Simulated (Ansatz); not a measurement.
# W₈HC₈Cl: molecular dynamics (part 1 of 4)

W₈HC₈Cl (slab, 18 atoms in the cell), computed with DFT PBE-D3(BJ), scalar-relativistic, plane waves, PAW, PAW set soft_1, no spin polarisation (Ansatz 0.2.0).

The structure derives from an entry of the Crystallography Open Database. The input holds or restrains some coordinates. It belongs to a series of runs on one base structure; here: dynamics from the start. Figures and captions count atoms from 1; the log counts them from 0 in places.

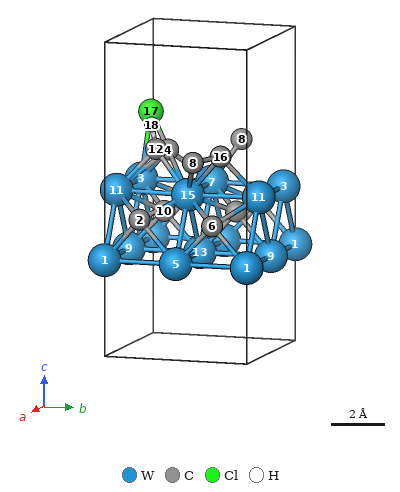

*The starting structure (ball-and-stick view of the cell of the calculation, with the vacuum cut short, seen slightly off an axis; atoms are numbered from 1 in the order of the input). An atom can appear more than once, as a periodic image.*

## Results in brief

- outcome: finished
- mean temperature over the second half: 541 K
- trajectory: 130 steps, 65 fs
- ensemble: nvt_nose_hoover
- temperature in the input: 500.0 K
- time step: 0.5 fs
- electrons treated: 152
- potential energy (free energy of the electrons) (last step): −86179.3233 eV
- Fermi energy (last step): 3.780 eV
- largest force (length of the vector) (last step), held atoms and coordinates included: 2.932 eV/Å
- hardware: 2 threads of Arm Neoverse V1, 24 GiB of memory available, shared host
- wall time: 18 min (CPU time 36 min)
- peak memory: 1.1 GiB

## Remarks

The input asks for low accuracy. Spin–orbit coupling is left out, which matters for W. So short a trajectory is not equilibrated.

## The input
```yaml
accuracy: low
crystal:
  lattice:
    - [5.79968, 0.0, 0.0]
    - [0.0, 5.67506, 0.0]
    - [0.0, 0.0, 16.185559]
  atoms:
    - { symbol: W, position: [0.0, 0.0, 0.0617835] }
    - { symbol: C, position: [0.00310901, 0.246475, 0.16249821] }
    - { symbol: W, position: [0.24899318, 0.00211749, 0.21319543] }
    - { symbol: C, position: [0.43653461, 0.25424831, 0.29687792] }
    - { symbol: W, position: [0.0, 0.5, 0.0617835] }
    - { symbol: C, position: [-0.00539605, 0.75475903, 0.15564179] }
    - { symbol: W, position: [0.24730656, 0.49843496, 0.21489628] }
    - { symbol: C, position: [0.02574783, 0.62994206, 0.30575881] }
    - { symbol: W, position: [0.5, 0.0, 0.0617835] }
    - { symbol: C, position: [0.50009961, 0.24921138, 0.15507364] }
    - { symbol: W, position: [0.74510843, -0.00221042, 0.2146369] }
    - { symbol: C, position: [0.67748969, 0.25162199, 0.31213026] }
    - { symbol: W, position: [0.5, 0.5, 0.0617835] }
    - { symbol: C, position: [0.49212509, 0.75075737, 0.16255883] }
    - { symbol: W, position: [0.74546873, 0.49972591, 0.21189358] }
    - { symbol: C, position: [0.83725647, 0.7606439, 0.31228732] }
    - { symbol: Cl, position: [0.23809469, 0.06534776, 0.37295362] }
    - { symbol: H, position: [-0.24749757, 0.24729032, 0.37423665] }
basis:
  ecutwfc: 420.0
kpoints:
  mp_grid: { grid: [3, 3, 1] }
hamiltonian:
  xc: pbe
  dispersion: d3bj
  pseudopotentials: { kind: paw, azcp: { folder: soft_1 } }
scf:
  occupations: { method: fermi_dirac, width: 0.1 }
  lower_state_search: "off"
md:
  timestep: 0.5
  n_steps: 130
  ensemble: nvt_nose_hoover
  temperature: 500.0
  initial_velocities: maxwell_boltzmann
  seed: 776954
  nose_hoover: { tau: 50.0, chain_length: 3 }
  constraints: [{ sites: [0, 4, 8, 12] }]
```

Command:
```bash
ansatz run input.yaml --threads 2 --pin off --max-ram 5120MiB --backend cpu --events-out ev --progress --plain --runs-dir out
```

## What the program printed
```
Warning: md: disabling space-group detection — thermal motion breaks the input geometry's symmetry, so no spatial operation reduces the k-mesh or symmetrises the density; time reversal is kept, so that k and −k are solved as one point where they differ and the mesh holds both, and exact exchange and, on two spinor components, a DFT+U term hold to it where the run has them: on two components no moment then forms, and a state that bears one, which a typed moment (crystal.atoms[].spin; refused beside efield: under a hybrid functional) reaches, can lie lower, under hf by electronvolts; crystal.symmetry.detect: false (a key that needs symmetry detection or time reversal refuses this as the deck is read) with time_reversal: false beside it drops time reversal too
Engine: ansatz 0.2.0, aarch64-unknown-linux-gnu
Pseudopotentials: kind: paw
Pseudopotential: W, paw, valence charge 14, recommended cutoff 420 eV (normal), [file]
Pseudopotential: C, paw, valence charge 4, recommended cutoff 420 eV (normal), [file]
Pseudopotential: Cl, paw, valence charge 7, recommended cutoff 420 eV (normal), [file]
Pseudopotential: H, paw, valence charge 1, recommended cutoff 420 eV (normal), [file]
Functional definition: PBE
  parameter kappa = 0.804
  parameter beta = 0.06672455060314922
  exchange = pbe_x(kappa = kappa, mu = beta*pi^2/3)
  correlation = pbe_c(beta = beta)
Crystal: 18 atoms, lattice volume = 532.724 Å³
Basis set: ecut = 420 eV, 10479 PW (Γ), exchange–correlation on 80×80×240 points (8 copies of the dense FFT grid, shifted against one another)
Bands: 94, of which v1, the nominal top of the filled ones, is band 76 counted from 1 (75 counted from 0)
Symmetry: 1 space group operations
k-points: 5 of 9 (time reversal used)
Non-local potential: W, projectors of the file, l = 0: 3, l = 1: 2, l = 2: 2, l = 3: 1
Non-local potential: C, projectors of the file, l = 0: 2, l = 1: 2, l = 2: 1
Non-local potential: Cl, projectors of the file, l = 0: 2, l = 1: 2, l = 2: 1
Non-local potential: H, projectors of the file, l = 0: 2, l = 1: 1
PAW form: soft (Blöchl's): semilocal exchange-correlation on the pseudo side does not see the compensation charge
PAW one-centre angular grid: W, 590 points (default); XC on 64 Gauss nodes
PAW one-centre angular grid: C, 110 points (default); XC on 64 Gauss nodes
PAW one-centre angular grid: Cl, 110 points (default); XC on 64 Gauss nodes
PAW one-centre angular grid: H, 110 points (default); XC on 64 Gauss nodes
Initial density: superposition of atomic densities (neutral atoms: chi_scale 0, normalization atom)
Initial wavefunctions: pseudopotential atomic-orbital guess
Functional: x = pbe(κ = 0.804, μ = 0.2195149727645171), c = pbe(β = 0.06672455060314922)
SCF iter   1: F=—  HF=-86195.199674 eV  |F-HF|=—  |Δ(HF+E_count)|=         —  Δρ=8.14e-2  dr2=1.04e2  ethr=3.10e-3  ⟨swp⟩=8.4  Hψ=2257  notcnv=0
preconditioner: auto → LDOS  [metal: Δε(μ)=0.076 eV  Ē_g=8.261 eV  σ=0.100 eV  W_gap=0.18  n_scr=88 (ndim 8)  ℏωp=15.1 eV  f_vac=0.505  D(μ)=7.04/eV (n_scr^D=26)  β→1.0]
SCF iter   2: F=—  HF=-86191.959210 eV  |F-HF|=—  |Δ(HF+E_count)|=    3.24e0  Δρ=7.54e-2  dr2=8.44e1  ethr=3.10e-3  ⟨swp⟩=9.0  Hψ=1483  notcnv=0  defer=3
SCF iter   3: F=—  HF=-86179.342465 eV  |F-HF|=—  |Δ(HF+E_count)|=    1.26e1  Δρ=1.03e-2  dr2=1.31e0  ethr=3.10e-3  ⟨swp⟩=7.0  Hψ=1576  notcnv=0
SCF iter   4: F=—  HF=-86179.217828 eV  |F-HF|=—  |Δ(HF+E_count)|=   1.25e-1  Δρ=3.34e-3  dr2=9.08e-2  ethr=8.60e-4  ⟨swp⟩=4.0  Hψ=783  notcnv=0  defer=4
SCF iter   5: F=—  HF=-86179.211915 eV  |F-HF|=—  |Δ(HF+E_count)|=   5.91e-3  Δρ=9.70e-4  dr2=1.03e-2  ethr=5.97e-5  ⟨swp⟩=2.2  Hψ=794  notcnv=0  defer=1
SCF iter   6: F=—  HF=-86179.212735 eV  |F-HF|=—  |Δ(HF+E_count)|=   8.21e-4  Δρ=3.99e-4  dr2=1.12e-3  ethr=6.78e-6  ⟨swp⟩=2.0  Hψ=675  notcnv=0  defer=1
SCF iter   7: F=—  HF=-86179.213097 eV  |F-HF|=—  |Δ(HF+E_count)|=   3.61e-4  Δρ=1.38e-4  dr2=1.56e-4  ethr=7.39e-7  ⟨swp⟩=2.0  Hψ=708  notcnv=0  defer=1
SCF iter   8: F=—  HF=-86179.213151 eV  |F-HF|=—  |Δ(HF+E_count)|=   5.44e-5  Δρ=4.57e-5  dr2=1.49e-5  ethr=1.03e-7  ⟨swp⟩=2.2  Hψ=765  notcnv=0  defer=1
SCF iter   9: F=—  HF=-86179.212907 eV  |F-HF|=—  |Δ(HF+E_count)|=   2.44e-4  Δρ=1.39e-5  dr2=1.75e-6  ethr=9.77e-9  ⟨swp⟩=2.4  Hψ=858  notcnv=0  defer=1
SCF iter  10: F=—  HF=-86179.212908 eV  |F-HF|=—  |Δ(HF+E_count)|=   8.47e-7  Δρ=4.20e-6  dr2=1.54e-7  ethr=1.15e-9  ⟨swp⟩=2.4  Hψ=866  notcnv=0  defer=1
SCF iter  11: F=-86179.212908 eV  HF=-86179.212908 eV  |F-HF|=7.86e-9  |Δ(HF+E_count)|=   6.08e-8  Δρ=1.33e-6  dr2=1.13e-8  ethr=1.18e-11  ⟨swp⟩=6.0  Hψ=1993  notcnv=0
SCF 1 converged in 11 iterations: F = -86179.212908 eV  dr2 = 1.13e-8
  greatest PAW one-centre occupation: 0.999 electrons in one spin orbital (limit 2), on the W atom at site 6 (counted from 0), in its partial waves of l = 0
md step     0: t =     0.00 fs  T =   500.0 K  F+E_penalty+E_count = -86179.21290829 eV  E_kin = 0.904820 eV  conserved = -86178.30808830 eV  (11 SCF iters)
Initial density: handed on by an earlier stage of this run
Initial wavefunctions: those handed on with the density
iter 1 solved again at ethr=2.58e-6 eV; its pass at ethr=3.10e-3 eV (dr2=3.93e-3 eV) is discarded
SCF iter   1: F=—  HF=-86179.213799 eV  |F-HF|=—  |Δ(HF+E_count)|=         —  Δρ=8.19e-4  dr2=3.52e-3  ethr=2.58e-6  ⟨swp⟩=3.4  Hψ=2401  notcnv=0
preconditioner: auto → LDOS  [metal: Δε(μ)=0.105 eV  Ē_g=7.098 eV  σ=0.100 eV  W_gap=0.25  n_scr=88 (ndim 8)  ℏωp=15.1 eV  f_vac=0.512  D(μ)=9.47/eV (n_scr^D=56)  β→1.0]
SCF iter   2: F=—  HF=-86179.213240 eV  |F-HF|=—  |Δ(HF+E_count)|=   5.59e-4  Δρ=4.19e-4  dr2=1.44e-3  ethr=2.32e-6  ⟨swp⟩=2.0  Hψ=696  notcnv=0
SCF iter   3: F=—  HF=-86179.212831 eV  |F-HF|=—  |Δ(HF+E_count)|=   4.09e-4  Δρ=6.94e-5  dr2=5.19e-5  ethr=9.44e-7  ⟨swp⟩=2.0  Hψ=696  notcnv=0
SCF iter   4: F=—  HF=-86179.212839 eV  |F-HF|=—  |Δ(HF+E_count)|=   7.54e-6  Δρ=1.68e-5  dr2=1.93e-6  ethr=3.41e-8  ⟨swp⟩=3.2  Hψ=966  notcnv=0
SCF iter   5: F=—  HF=-86179.212570 eV  |F-HF|=—  |Δ(HF+E_count)|=   2.69e-4  Δρ=4.19e-6  dr2=1.10e-7  ethr=1.27e-9  ⟨swp⟩=2.0  Hψ=762  notcnv=0
SCF iter   6: F=-86179.212570 eV  HF=-86179.212570 eV  |F-HF|=2.92e-9  |Δ(HF+E_count)|=   4.50e-8  Δρ=1.24e-6  dr2=1.11e-8  ethr=1.18e-11  ⟨swp⟩=6.0  Hψ=1974  notcnv=0
SCF 2 converged in 6 iterations: F = -86179.212570 eV  dr2 = 1.11e-8
md step     1: t =     0.50 fs  T =   499.8 K  F+E_penalty+E_count = -86179.21256963 eV  E_kin = 0.904543 eV  conserved = -86178.30802647 eV  (6 SCF iters, 13 dispersion substeps)
[... from here on the SCF iterations and repeated set-up lines of each step are left out, up to the last step ...]
md step     2: t =     1.00 fs  T =   496.9 K  F+E_penalty+E_count = -86179.20709119 eV  E_kin = 0.899154 eV  conserved = -86178.30793787 eV  (6 SCF iters, 13 dispersion substeps)
md step     3: t =     1.50 fs  T =   491.8 K  F+E_penalty+E_count = -86179.19785953 eV  E_kin = 0.890010 eV  conserved = -86178.30785144 eV  (6 SCF iters, 13 dispersion substeps)
md step     4: t =     2.00 fs  T =   485.4 K  F+E_penalty+E_count = -86179.18624394 eV  E_kin = 0.878460 eV  conserved = -86178.30778949 eV  (6 SCF iters, 13 dispersion substeps)
md step     5: t =     2.50 fs  T =   478.3 K  F+E_penalty+E_count = -86179.17323607 eV  E_kin = 0.865487 eV  conserved = -86178.30776469 eV  (3 SCF iters, 13 dispersion substeps)
md step     6: t =     3.00 fs  T =   470.5 K  F+E_penalty+E_count = -86179.15924347 eV  E_kin = 0.851496 eV  conserved = -86178.30777957 eV  (3 SCF iters, 13 dispersion substeps)
md step     7: t =     3.50 fs  T =   462.1 K  F+E_penalty+E_count = -86179.14404334 eV  E_kin = 0.836274 eV  conserved = -86178.30782746 eV  (3 SCF iters, 13 dispersion substeps)
md step     8: t =     4.00 fs  T =   452.6 K  F+E_penalty+E_count = -86179.12689112 eV  E_kin = 0.819095 eV  conserved = -86178.30789260 eV  (3 SCF iters, 13 dispersion substeps)
md step     9: t =     4.50 fs  T =   441.5 K  F+E_penalty+E_count = -86179.10677766 eV  E_kin = 0.798977 eV  conserved = -86178.30795104 eV  (2 SCF iters, 13 dispersion substeps)
md step    10: t =     5.00 fs  T =   428.3 K  F+E_penalty+E_count = -86179.08281348 eV  E_kin = 0.775059 eV  conserved = -86178.30797471 eV  (6 SCF iters, 13 dispersion substeps)
md step    11: t =     5.50 fs  T =   412.8 K  F+E_penalty+E_count = -86179.05468144 eV  E_kin = 0.747054 eV  conserved = -86178.30793762 eV  (4 SCF iters, 13 dispersion substeps)
md step    12: t =     6.00 fs  T =   395.5 K  F+E_penalty+E_count = -86179.02303113 eV  E_kin = 0.715625 eV  conserved = -86178.30782837 eV  (3 SCF iters, 13 dispersion substeps)
md step    13: t =     6.50 fs  T =   377.2 K  F+E_penalty+E_count = -86178.98962933 eV  E_kin = 0.682525 eV  conserved = -86178.30766300 eV  (4 SCF iters, 13 dispersion substeps)
md step    14: t =     7.00 fs  T =   359.4 K  F+E_penalty+E_count = -86178.95709325 eV  E_kin = 0.650328 eV  conserved = -86178.30748658 eV  (4 SCF iters, 13 dispersion substeps)
md step    15: t =     7.50 fs  T =   343.6 K  F+E_penalty+E_count = -86178.92818120 eV  E_kin = 0.621734 eV  conserved = -86178.30735988 eV  (3 SCF iters, 13 dispersion substeps)
md step    16: t =     8.00 fs  T =   330.8 K  F+E_penalty+E_count = -86178.90486952 eV  E_kin = 0.598675 eV  conserved = -86178.30732933 eV  (3 SCF iters, 13 dispersion substeps)
md step    17: t =     8.50 fs  T =   321.4 K  F+E_penalty+E_count = -86178.88764782 eV  E_kin = 0.581636 eV  conserved = -86178.30740133 eV  (3 SCF iters, 13 dispersion substeps)
md step    18: t =     9.00 fs  T =   314.7 K  F+E_penalty+E_count = -86178.87541392 eV  E_kin = 0.569555 eV  conserved = -86178.30753907 eV  (2 SCF iters, 13 dispersion substeps)
md step    19: t =     9.50 fs  T =   309.6 K  F+E_penalty+E_count = -86178.86602837 eV  E_kin = 0.560352 eV  conserved = -86178.30768304 eV  (3 SCF iters, 13 dispersion substeps)
md step    20: t =    10.00 fs  T =   304.9 K  F+E_penalty+E_count = -86178.85722017 eV  E_kin = 0.551811 eV  conserved = -86178.30778158 eV  (6 SCF iters, 13 dispersion substeps)
md step    21: t =    10.50 fs  T =   299.7 K  F+E_penalty+E_count = -86178.84739340 eV  E_kin = 0.542358 eV  conserved = -86178.30780991 eV  (4 SCF iters, 13 dispersion substeps)
md step    22: t =    11.00 fs  T =   293.7 K  F+E_penalty+E_count = -86178.83602878 eV  E_kin = 0.531470 eV  conserved = -86178.30777260 eV  (3 SCF iters, 13 dispersion substeps)
md step    23: t =    11.50 fs  T =   287.1 K  F+E_penalty+E_count = -86178.82363582 eV  E_kin = 0.519630 eV  conserved = -86178.30769357 eV  (3 SCF iters, 13 dispersion substeps)
md step    24: t =    12.00 fs  T =   280.7 K  F+E_penalty+E_count = -86178.81140007 eV  E_kin = 0.507994 eV  conserved = -86178.30760214 eV  (3 SCF iters, 13 dispersion substeps)
md step    25: t =    12.50 fs  T =   275.2 K  F+E_penalty+E_count = -86178.80072147 eV  E_kin = 0.497936 eV  conserved = -86178.30752498 eV  (3 SCF iters, 13 dispersion substeps)
md step    26: t =    13.00 fs  T =   271.1 K  F+E_penalty+E_count = -86178.79279220 eV  E_kin = 0.490630 eV  conserved = -86178.30748075 eV  (3 SCF iters, 13 dispersion substeps)
md step    27: t =    13.50 fs  T =   269.0 K  F+E_penalty+E_count = -86178.78829335 eV  E_kin = 0.486753 eV  conserved = -86178.30747880 eV  (3 SCF iters, 13 dispersion substeps)
md step    28: t =    14.00 fs  T =   268.7 K  F+E_penalty+E_count = -86178.78723926 eV  E_kin = 0.486321 eV  conserved = -86178.30751913 eV  (3 SCF iters, 13 dispersion substeps)
md step    29: t =    14.50 fs  T =   270.1 K  F+E_penalty+E_count = -86178.78897898 eV  E_kin = 0.488700 eV  conserved = -86178.30759197 eV  (3 SCF iters, 13 dispersion substeps)
md step    30: t =    15.00 fs  T =   272.3 K  F+E_penalty+E_count = -86178.79235811 eV  E_kin = 0.492757 eV  conserved = -86178.30767759 eV  (6 SCF iters, 13 dispersion substeps)
md step    31: t =    15.50 fs  T =   274.7 K  F+E_penalty+E_count = -86178.79603692 eV  E_kin = 0.497182 eV  conserved = -86178.30774848 eV  (3 SCF iters, 13 dispersion substeps)
md step    32: t =    16.00 fs  T =   276.8 K  F+E_penalty+E_count = -86178.79892806 eV  E_kin = 0.500918 eV  conserved = -86178.30777527 eV  (3 SCF iters, 13 dispersion substeps)
md step    33: t =    16.50 fs  T =   278.3 K  F+E_penalty+E_count = -86178.80065336 eV  E_kin = 0.503606 eV  conserved = -86178.30773721 eV  (3 SCF iters, 13 dispersion substeps)
md step    34: t =    17.00 fs  T =   279.5 K  F+E_penalty+E_count = -86178.80184679 eV  E_kin = 0.505878 eV  conserved = -86178.30763604 eV  (3 SCF iters, 13 dispersion substeps)
md step    35: t =    17.50 fs  T =   281.4 K  F+E_penalty+E_count = -86178.80410319 eV  E_kin = 0.509297 eV  conserved = -86178.30750441 eV  (3 SCF iters, 13 dispersion substeps)
md step    36: t =    18.00 fs  T =   285.1 K  F+E_penalty+E_count = -86178.80946707 eV  E_kin = 0.515857 eV  conserved = -86178.30739723 eV  (3 SCF iters, 13 dispersion substeps)
md step    37: t =    18.50 fs  T =   291.3 K  F+E_penalty+E_count = -86178.81959034 eV  E_kin = 0.527168 eV  conserved = -86178.30736681 eV  (3 SCF iters, 13 dispersion substeps)
md step    38: t =    19.00 fs  T =   300.4 K  F+E_penalty+E_count = -86178.83494001 eV  E_kin = 0.543687 eV  conserved = -86178.30743350 eV  (3 SCF iters, 13 dispersion substeps)
md step    39: t =    19.50 fs  T =   311.9 K  F+E_penalty+E_count = -86178.85449247 eV  E_kin = 0.564429 eV  conserved = -86178.30757260 eV  (3 SCF iters, 13 dispersion substeps)
md step    40: t =    20.00 fs  T =   324.5 K  F+E_penalty+E_count = -86178.87610272 eV  E_kin = 0.587312 eV  conserved = -86178.30772863 eV  (6 SCF iters, 13 dispersion substeps)
md step    41: t =    20.50 fs  T =   337.1 K  F+E_penalty+E_count = -86178.89734261 eV  E_kin = 0.609968 eV  conserved = -86178.30784529 eV  (3 SCF iters, 13 dispersion substeps)
md step    42: t =    21.00 fs  T =   348.5 K  F+E_penalty+E_count = -86178.91636190 eV  E_kin = 0.630575 eV  conserved = -86178.30789116 eV  (3 SCF iters, 13 dispersion substeps)
md step    43: t =    21.50 fs  T =   358.3 K  F+E_penalty+E_count = -86178.93239181 eV  E_kin = 0.648360 eV  conserved = -86178.30786654 eV  (3 SCF iters, 13 dispersion substeps)
md step    44: t =    22.00 fs  T =   366.7 K  F+E_penalty+E_count = -86178.94577058 eV  E_kin = 0.663630 eV  conserved = -86178.30779411 eV  (3 SCF iters, 13 dispersion substeps)
md step    45: t =    22.50 fs  T =   374.4 K  F+E_penalty+E_count = -86178.95760456 eV  E_kin = 0.677454 eV  conserved = -86178.30770574 eV  (3 SCF iters, 13 dispersion substeps)
md step    46: t =    23.00 fs  T =   381.9 K  F+E_penalty+E_count = -86178.96927114 eV  E_kin = 0.691177 eV  conserved = -86178.30763137 eV  (3 SCF iters, 13 dispersion substeps)
md step    47: t =    23.50 fs  T =   390.1 K  F+E_penalty+E_count = -86178.98194352 eV  E_kin = 0.705953 eV  conserved = -86178.30759251 eV  (3 SCF iters, 13 dispersion substeps)
md step    48: t =    24.00 fs  T =   399.2 K  F+E_penalty+E_count = -86178.99624017 eV  E_kin = 0.722392 eV  conserved = -86178.30759975 eV  (3 SCF iters, 13 dispersion substeps)
```
